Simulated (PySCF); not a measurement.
```xyz
2

Yb    0.0000    0.0000   -0.0118
H     0.0000    0.0000    2.0392
```

Computed with PySCF 2.14.0, PBE0/x2c-TZVPall, spin-free X2C-1e, Gaussian nucleus, at a bond length of 2.051 Å.

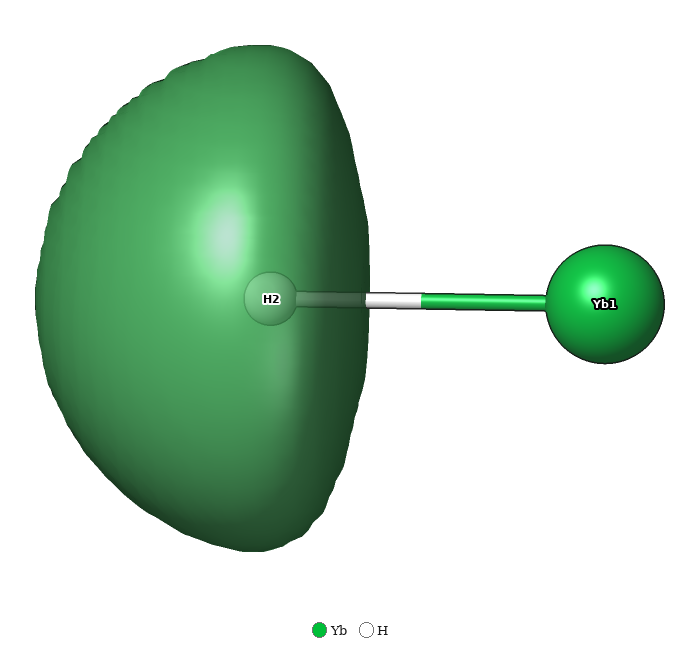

YbH (doublet). Isosurface of the electron localisation function at 0.85 (green), seen from one side. Only the valence region is drawn (cores and ρ < 0.01 e/Å³ removed).

> What do the ELF domains correspond to?

At this value the surface marks out one region around a hydrogen nucleus. Profiles from the grid: Yb–H (2.05 Å): the ELF climbs to about 1 towards the hydrogen.
